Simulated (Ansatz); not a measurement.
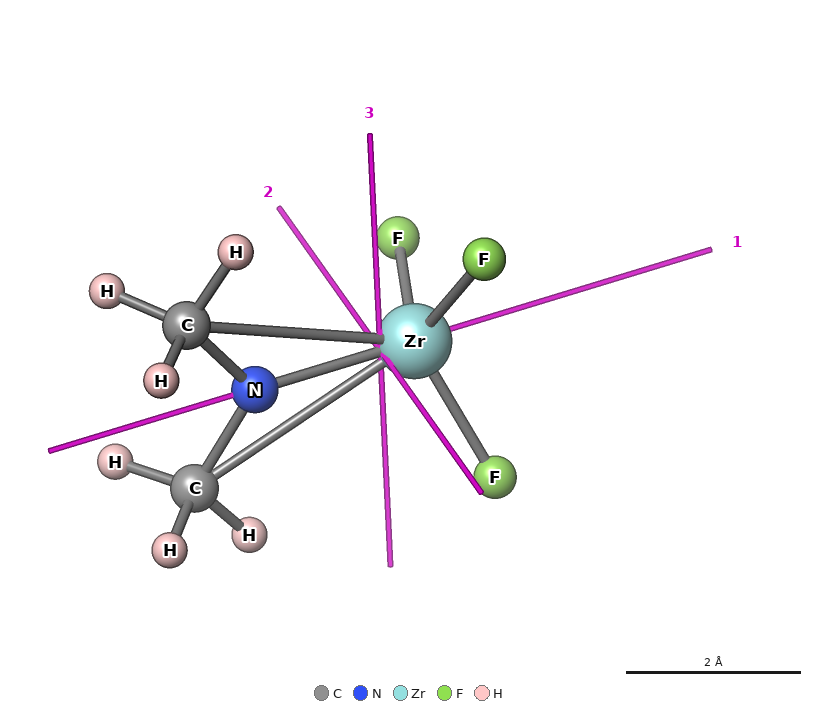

The three principal axes of inertia are drawn and numbered. Distant atoms are faded towards the background colour. Charge 0, singlet. Computed geometry: PBE0-D4/def2-TZVP optimisation. Masses are those of the most abundant isotopes; constants are for the rigid equilibrium geometry.

Which line is the a axis (least moment of inertia), which b and which c?

Answer. a is line 1, b is line 3, c is line 2; the moments are 242, 380, 436 u Å².

What kind of rotor is it, and what are its rotational constants in GHz?

Answer. An asymmetric top (Cs): A = 2.08, B = 1.33, C = 1.16 GHz. Ray's parameter κ is −0.63, nearer the prolate limit.
